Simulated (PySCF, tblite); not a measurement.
# C5H12B2: geometry, infrared bands and NMR shifts

Wanted: the infrared bands and NMR shifts of C5H12B2 (`BC(B)(C)/C=C\C`), by calculation.

The runs use tblite 0.8.0 and PySCF 2.14.0, with density-fitted response routines of our own; the level of theory stands in each step. All values are computed, except where a source is named. Atoms are numbered from 0 throughout.

### Step 1. Starting geometry

19 atoms, charge 0, multiplicity 1; geometry from: force field or distance geometry start.

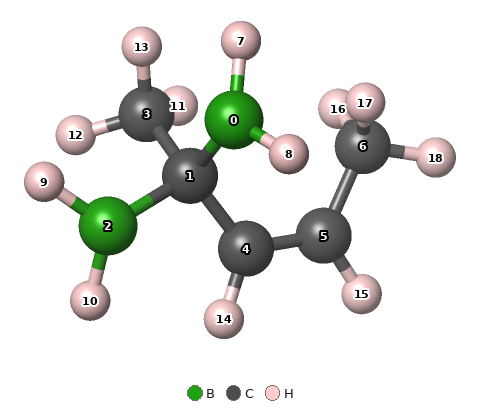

As it starts; boron green, carbon dark grey, hydrogen pink, atoms numbered.

### Step 2. Geometry optimisation with GFN2-xTB

What the job is given:

```
{"job": {"kind": "relax", "xc": "GFN2-xTB", "basis": "xTB"}, "charge": 0, "multiplicity": 1}
B     -0.541100     0.103200     1.642100
C     -0.692700    -0.230200     0.102700
B     -1.985100    -1.178000     0.065600
C     -1.099600     0.989200    -0.647000
C      0.379300    -1.057500    -0.450400
C      1.635900    -0.667700    -0.521800
C      2.090700     0.633900    -0.022700
H     -0.514500     1.267000     1.914100
H      0.079500    -0.622700     2.315200
H     -3.054400    -0.671900     0.248900
H     -2.001100    -2.083000    -0.711500
H     -0.374100     1.451500    -1.278300
H     -2.006100     0.771500    -1.252000
H     -1.437200     1.742900     0.113800
H      0.167200    -2.051500    -0.868700
H      2.382000    -1.348800    -0.954100
H      1.969200     1.487400    -0.738200
H      1.774600     0.911800     0.983700
H      3.217800     0.562400     0.051100
```

Launch:

```console
> OMP_NUM_THREADS=1 python probes_run.py task.json out
```

One launch serves the whole session: the jobs run in the order shown.

What it wrote:

```text
step      E/eV     max force
  0    -522.23324    3.068
  1    -522.62275    1.487
  2    -522.78066    1.029
  3    -522.90518    0.996
  4    -522.98134    0.902
  5    -523.01787    0.429
  6    -523.03346    0.243
  7    -523.04543    0.292
  8    -523.06268    0.463
  9    -523.07974    0.428
 10    -523.09330    0.232
 11    -523.10229    0.211
 12    -523.11101    0.235
 13    -523.12243    0.345
 14    -523.13631    0.350
 15    -523.14974    0.358
 16    -523.16136    0.338
 17    -523.17185    0.231
 18    -523.18088    0.276
 19    -523.18758    0.220
 20    -523.19201    0.116
 21    -523.19530    0.136
 22    -523.19873    0.163
 23    -523.20247    0.156
 24    -523.20587    0.180
 25    -523.20890    0.159
 26    -523.21228    0.154
 27    -523.21656    0.189
 28    -523.22135    0.164
 29    -523.22551    0.169
 30    -523.22890    0.137
 31    -523.23227    0.151
 32    -523.23563    0.150
 33    -523.23853    0.133
 34    -523.24063    0.132
 35    -523.24211    0.094
 36    -523.24344    0.107
 37    -523.24502    0.109
 38    -523.24691    0.119
 39    -523.24928    0.130
 40    -523.25286    0.183
 41    -523.25874    0.215
 42    -523.26710    0.267
 43    -523.27362    0.374
 44    -523.28116    0.165
 45    -523.28597    0.147
 46    -523.29032    0.148
 47    -523.29434    0.180
 48    -523.29990    0.176
 49    -523.30416    0.120
 50    -523.30688    0.113
 51    -523.30837    0.191
 52    -523.31135    0.134
 53    -523.31480    0.125
 54    -523.31997    0.106
 55    -523.32258    0.105
 56    -523.32614    0.120
 57    -523.32957    0.110
 58    -523.33399    0.120
 59    -523.33848    0.142
 60    -523.34092    0.177
 61    -523.34378    0.145
 62    -523.34586    0.112
 63    -523.34763    0.111
 64    -523.34915    0.106
 65    -523.35060    0.095
 66    -523.35245    0.097
 67    -523.35446    0.117
 68    -523.35669    0.116
 69    -523.35829    0.075
 70    -523.35952    0.087
 71    -523.36066    0.087
 72    -523.36178    0.072
 73    -523.36287    0.073
 74    -523.36384    0.064
 75    -523.36460    0.062
 76    -523.36522    0.058
 77    -523.36578    0.064
 78    -523.36635    0.053
 79    -523.36691    0.054
 80    -523.36747    0.053
 81    -523.36808    0.057
 82    -523.36883    0.071
 83    -523.36981    0.079
 84    -523.37099    0.085
 85    -523.37213    0.065
 86    -523.37306    0.060
 87    -523.37371    0.049
 88    -523.37423    0.048
 89    -523.37467    0.047
 90    -523.37494    0.041
 91    -523.37511    0.033
 92    -523.37529    0.041
 93    -523.37552    0.048
 94    -523.37578    0.039
 95    -523.37602    0.039
 96    -523.37623    0.039
 97    -523.37641    0.036
 98    -523.37659    0.028
 99    -523.37675    0.031
100    -523.37690    0.028
101    -523.37703    0.025
102    -523.37714    0.021
103    -523.37722    0.022
104    -523.37729    0.016
105    -523.37734    0.015
106    -523.37740    0.017
107    -523.37748    0.024
108    -523.37762    0.031
109    -523.37783    0.032
110    -523.37810    0.030
111    -523.37838    0.035
112    -523.37862    0.035
113    -523.37885    0.039
114    -523.37912    0.037
115    -523.37939    0.045
116    -523.37960    0.035
117    -523.37977    0.032
118    -523.37993    0.031
119    -523.38010    0.024
120    -523.38022    0.020
121    -523.38028    0.016
122    -523.38032    0.017
123    -523.38037    0.020
124    -523.38046    0.022
125    -523.38058    0.022
126    -523.38067    0.021
127    -523.38073    0.020
128    -523.38078    0.019
129    -523.38085    0.025
130    -523.38095    0.024
131    -523.38103    0.023
132    -523.38110    0.020
133    -523.38115    0.015
134    -523.38119    0.012
135    -523.38122    0.010
136    -523.38124    0.010
```

It took 1.4 s on 1 thread of Arm Neoverse N1, shared host; peak memory 0.18 GiB.

Relaxation path: (not every step is listed)

```
step  energy from step 0 (eV)  largest force (eV/Å)
   0                   0.0000                3.0682
   1                  -0.3895                1.4872
   2                  -0.5474                1.0292
   3                  -0.6719                0.9955
   4                  -0.7481                0.9018
   5                  -0.7846                0.4293
   6                  -0.8002                0.2435
   7                  -0.8122                0.2917
   8                  -0.8294                0.4625
  20                  -0.9588                0.1163
  32                  -1.0024                0.1497
  44                  -1.0479                0.1647
  56                  -1.0929                0.1203
  68                  -1.1234                0.1157
  80                  -1.1342                0.0534
  92                  -1.1420                0.0415
 104                  -1.1440                0.0158
 116                  -1.1464                0.0350
 128                  -1.1475                0.0187
 131                  -1.1478                0.0234
 132                  -1.1479                0.0203
 133                  -1.1479                0.0152
 134                  -1.1479                0.0115
 135                  -1.1480                0.0103
 136                  -1.1480                0.0098
```

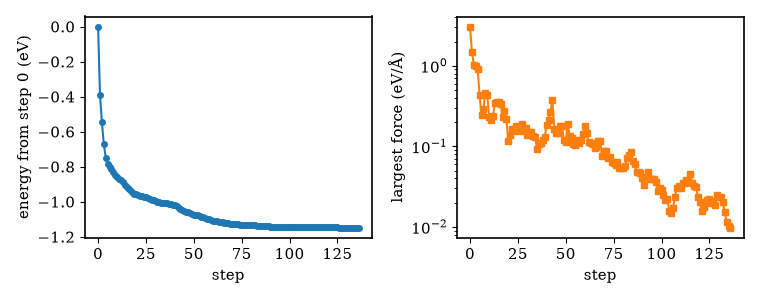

Energy and force, step by step.

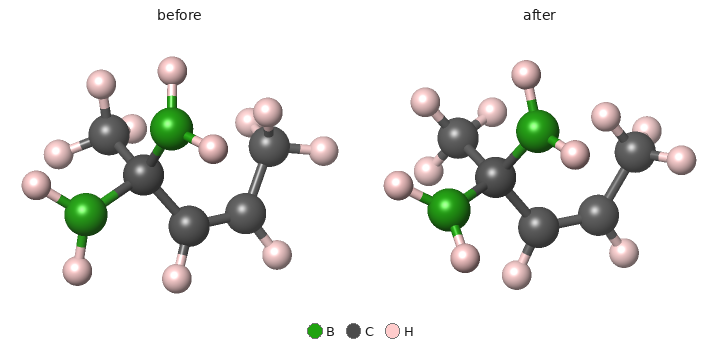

The geometry before (left) and after (right).

Distances of close pairs at the start and the end, largest changes first:

```
  bond  before (Å)  after (Å)  change (Å)
 C1–C3       1.488      1.545      +0.056
 C1–C4       1.463      1.514      +0.052
C6–H18       1.132      1.090      -0.042
C3–H13       1.123      1.086      -0.036
 C1–B2       1.603      1.574      -0.029
C6–H16       1.120      1.091      -0.029
 B2–H9       1.197      1.170      -0.027
 B0–H7       1.195      1.171      -0.024
```

The final coordinates are the input of the step that follows.

### Step 3. Harmonic vibrations with GFN2-xTB

What the job is given:

```
{"job": {"kind": "ir", "xc": "GFN2-xTB", "basis": "xTB"}, "charge": 0, "multiplicity": 1}
B     -0.302951     0.193889     1.466026
C     -0.780262    -0.191939     0.000386
B     -1.964221    -1.160552     0.369683
C     -1.227938     1.036310    -0.822347
C      0.318408    -0.886907    -0.776170
C      1.601136    -0.560827    -0.728225
C      2.197293     0.479862     0.156686
H     -0.608321     1.223863     1.932668
H      0.221658    -0.609055     2.136280
H     -3.048179    -0.743128     0.507958
H     -1.761619    -2.300694     0.529400
H     -0.399469     1.728946    -0.961784
H     -1.576798     0.727647    -1.807091
H     -2.036579     1.559783    -0.320038
H      0.001390    -1.653401    -1.470807
H      2.305009    -1.065728    -1.378907
H      2.688372     1.253485    -0.435455
H      1.420806     0.938644     0.775923
H      2.942464     0.039051     0.818353
```

What it wrote:

```text
mode    cm-1     km/mol
  1      57.8      0.71
  2     167.7     15.95
  3     197.6      1.23
  4     213.6      2.34
  5     222.3      4.46
  6     234.4      0.36
  7     251.9      0.46
  8     273.5      0.35
  9     354.8      1.92
 10     366.2      4.81
 11     449.8      2.33
 12     480.6      2.07
 13     599.4      0.95
 14     741.8     14.55
 15     770.3      5.86
 16     807.0      1.45
 17     808.7     33.78
 18     817.1     50.58
 19     838.3    134.88
 20     914.9     71.96
 21     920.3     63.40
 22     959.8     24.34
 23     985.1     52.46
 24    1044.0      0.76
 25    1065.1      9.65
 26    1097.9     19.04
 27    1132.6      6.10
 28    1164.2      9.47
 29    1185.9    119.37
 30    1214.0     67.26
 31    1254.8      4.52
 32    1340.5     26.16
 33    1396.5      7.75
 34    1404.3      0.39
 35    1456.6      4.21
 36    1474.0      0.98
 37    1499.9      5.11
 38    1513.6      1.91
 39    1712.2      4.34
 40    2622.8    110.44
 41    2637.8    125.77
 42    2657.1     76.65
 43    2670.8    198.82
 44    2947.2     82.55
 45    2986.9     29.99
 46    3006.3     42.21
 47    3007.6     17.60
 48    3019.4     38.45
 49    3036.4     21.80
 50    3043.4     33.42
 51    3054.9     92.43
```

Run time: 0.92 s. Hardware: 1 thread of Arm Neoverse N1, shared host; peak memory 0.18 GiB.

Which atoms move in the most intense modes:

```
cm⁻¹  km/mol                               atoms
 838   134.9           H8 35 %, H7 30 %, B0 16 %
1186   119.4  H8 28 %, H7 26 %, H9 13 %, B0 12 %
2623   110.4                    H7 66 %, H8 26 %
2638   125.8                   H9 57 %, H10 35 %
2657    76.7           H8 62 %, H7 21 %, B0 10 %
2671   198.8          H10 54 %, H9 30 %, B2 11 %
2947    82.5                            H17 92 %
3055    92.4                  H14 67 %, H15 24 %
```

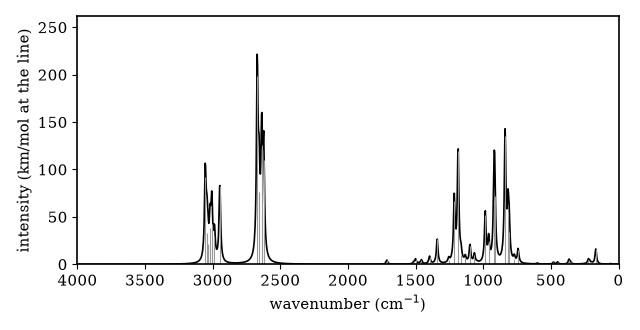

The infrared spectrum from these modes, unscaled. Lines are broadened to a width of 14 cm⁻¹ (Lorentzian).

### Step 4. Shielding tensors: PBE0/pcSseg-1

The job, as its differences from that of step 3:

```diff
@@ -1,2 +1,2 @@
-{"job": {"kind": "ir", "xc": "GFN2-xTB", "basis": "xTB"}, "charge": 0, "multiplicity": 1}
+{"job": {"kind": "nmr", "xc": "PBE0", "basis": "pcSseg-1"}, "charge": 0, "multiplicity": 1}
 B     -0.302951     0.193889     1.466026
```

With the program's defaults for keys left out, this is: GIAO PBE0/pcSseg-1 NMR shielding, non-relativistic, gas phase.

What it wrote:

```text
coarse grid: 15048 points
cycle   1  E = -246.9374469329  dE =  5.290e-01  |g| = 3.838e-01  |ddm| = 3.685e+00
cycle   2  E = -246.9326122953  dE =  4.835e-03  |g| = 4.210e-01  |ddm| = 8.084e-01
cycle   3  E = -246.9797725901  dE = -4.716e-02  |g| = 6.284e-02  |ddm| = 4.819e-01
cycle   4  E = -246.9804763857  dE = -7.038e-04  |g| = 3.421e-02  |ddm| = 8.332e-02
cycle   5  E = -246.9807432116  dE = -2.668e-04  |g| = 1.070e-02  |ddm| = 3.452e-02
cycle   6  E = -246.9807733519  dE = -3.014e-05  |g| = 1.772e-03  |ddm| = 1.136e-02
cycle   7  E = -246.9807741070  dE = -7.550e-07  |g| = 3.851e-04  |ddm| = 1.840e-03
final grid: 142920 points
cycle   8  E = -247.0210655148  dE = -5.258e-05  |g| = 8.401e-03  |ddm| = 3.814e-02
cycle   9  E = -247.0210588029  dE =  6.712e-06  |g| = 9.893e-03  |ddm| = 1.887e-02
cycle  10  E = -247.0210848186  dE = -2.602e-05  |g| = 1.241e-03  |ddm| = 1.054e-02
cycle  11  E = -247.0210851710  dE = -3.524e-07  |g| = 3.892e-04  |ddm| = 1.276e-03
cycle  12  E = -247.0210852072  dE = -3.615e-08  |g| = 1.045e-04  |ddm| = 4.008e-04
cycle  13  E = -247.0210852101  dE = -2.952e-09  |g| = 1.770e-05  |ddm| = 1.195e-04
cycle  14  E = -247.0210852102  dE = -7.503e-11  |g| = 5.346e-06  |ddm| = 2.288e-05
converged SCF energy = -247.0210852102

GIAO shielding tensors (ppm)
atom      isotropic    diamagn.    paramagn.     s11        s22        s33       span
  0 B       19.749     194.238    -174.488    -58.258     -9.193    126.698    184.956
  1 C      110.735     252.616    -141.880     23.474    128.312    180.420    156.947
  2 B        6.018     193.380    -187.362    -74.382    -29.674    122.109    196.491
  3 C      158.445     246.394     -87.950    134.011    161.232    180.091     46.080
  4 C       36.128     256.034    -219.906    -73.751     51.610    130.524    204.275
  5 C       56.652     256.425    -199.773    -51.042     62.962    158.035    209.077
  6 C      160.012     251.223     -91.212    141.945    152.737    185.353     43.407
  7 H       23.951      31.194      -7.244     15.586     27.900     28.367     12.782
  8 H       24.328      31.317      -6.989     16.114     26.754     30.116     14.002
  9 H       23.795      30.510      -6.715     15.126     27.619     28.640     13.515
 10 H       23.355      30.617      -7.262     14.400     27.484     28.182     13.781
 11 H       30.321      31.341      -1.019     26.205     30.669     34.090      7.885
 12 H       30.159      30.512      -0.353     26.191     28.695     35.589      9.398
 13 H       29.203      30.714      -1.511     25.634     26.419     35.555      9.921
 14 H       25.108      33.186      -8.079     23.482     24.884     26.957      3.474
 15 H       25.938      30.992      -5.054     23.969     25.976     27.870      3.901
 16 H       29.590      29.182       0.408     26.295     26.668     35.808      9.513
 17 H       32.932      33.311      -0.379     30.436     32.785     35.575      5.139
 18 H       29.547      29.130       0.418     26.201     26.892     35.549      9.349
```

It took 53 s on 1 thread of Arm Neoverse N1, shared host; peak memory 0.82 GiB.

Shifts follow as δ = σ(reference) − σ, with reference shieldings (ppm) from runs at the same level and on the same kind of geometry: ¹H TMS 31.72, ¹³C TMS 186.9, ¹¹B BF3·OEt2 100.1. The references are single molecules in the gas phase. Atoms listed in one row are averaged.

```
          atoms                                         environment  σ (ppm)  δ (ppm)  δ scaled to CDCl3
             C4                                           alkene CH     36.1    150.8              145.3
             C5                                           alkene CH     56.7    130.3              125.2
             C1  allylic fully substituted sp3 carbon bonded to 2 B    110.7     76.2               72.4
             C3                                       methyl carbon    158.4     28.5               25.9
             C6                               allylic methyl carbon    160.0     26.9               24.4
H7, H8, H9, H10                     hydrogen on a boron bonded to C    23.86     7.86                  –
            H14                            hydrogen on an alkene CH    25.11     6.61               6.34
            H15                            hydrogen on an alkene CH    25.94     5.78               5.55
  H11, H12, H13                         hydrogen on a methyl carbon    29.89     1.82               1.82
  H16, H17, H18                hydrogen on an allylic methyl carbon    30.69     1.03               1.07
         B0, B2                              boron bonded to C, 2 H     12.9     87.2                  –
```

The scaled column applies a straight-line fit of computed shieldings to shifts measured in CDCl3 (root-mean-square error 0.16 ppm for H, 1.9 ppm for C).

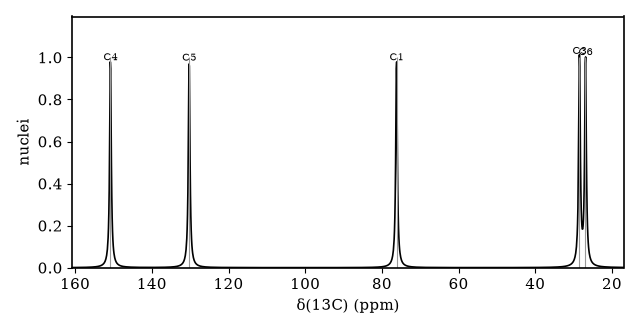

¹³C lines at the computed shifts, without couplings. Lines are broadened to a width of 0.50 ppm (Lorentzian).

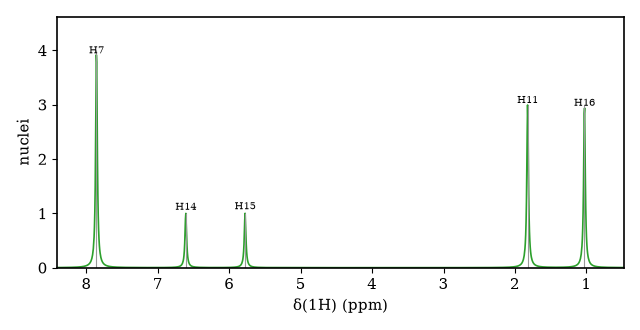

¹H lines at the computed shifts, without couplings. Lines are broadened to a width of 0.03 ppm (Lorentzian).

The run also stored atomic charges by several schemes (e):

```
 atoms  Mulliken    IAO  Hirshfeld  ESP fit
B0, B2      0.15   0.04       0.14     0.15
    C1     -0.72  -0.23      -0.11     0.67
    C3     -0.12  -0.39      -0.12    -0.55
    C4     -0.06  -0.13      -0.04    -0.81
    C5     -0.18  -0.15      -0.04     0.14
    C6     -0.24  -0.39      -0.10    -0.43
```

Hirshfeld charges:

B0 0.12; C1 -0.11; B2 0.15; C3 -0.12; C4 -0.04; C5 -0.04; C6 -0.10; H7 -0.06; H8 -0.06; H9 -0.06; H10 -0.06; H11 0.03; H12 0.03; H13 0.04; H14 0.04; H15 0.05; H16 0.05; H17 0.04; H18 0.05

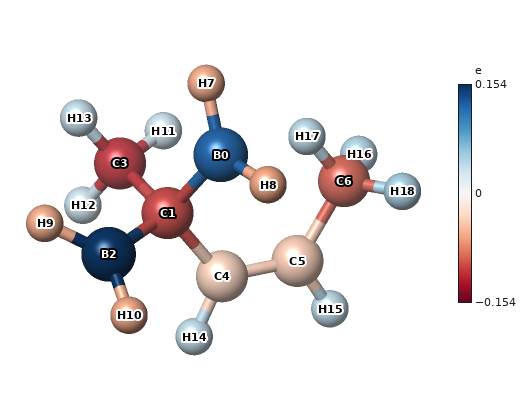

Hirshfeld charges, as colours on the atoms.

Mayer bond orders: B0–C1 0.93, C1–B2 0.95, C1–C3 1.00, C1–C4 0.99, C4–C5 1.94, C5–C6 1.07.

### Step 5. Results

```
                                                                    quantity                               value
                                   strongest single infrared mode (GFN2-xTB)               2671 cm⁻¹, 199 km/mol
                                                zero-point energy (GFN2-xTB)                       97.3 kcal/mol
                                      ¹³C shifts against TMS (PBE0/pcSseg-1)  150.8, 130.3, 76.2, 28.5, 26.9 ppm
      ¹H shifts against TMS (PBE0/pcSseg-1, means over atoms taken as alike)    7.86, 6.61, 5.78, 1.82, 1.03 ppm
¹¹B shifts against BF3·OEt2 (PBE0/pcSseg-1, means over atoms taken as alike)                            87.2 ppm
```

What this shows: Relaxing lowered the energy by 1.148 eV in 136 steps; the close pair that moved most is C1–C3, from 1.488 to 1.545 Å. All 51 modes are real, so the xTB geometry is a minimum. The strongest single mode, at 2671 cm⁻¹, moves mainly H10 and H9. Unscaled tight-binding wavenumbers are off by several per cent, some by more. Its intensities can rank the bands wrongly.
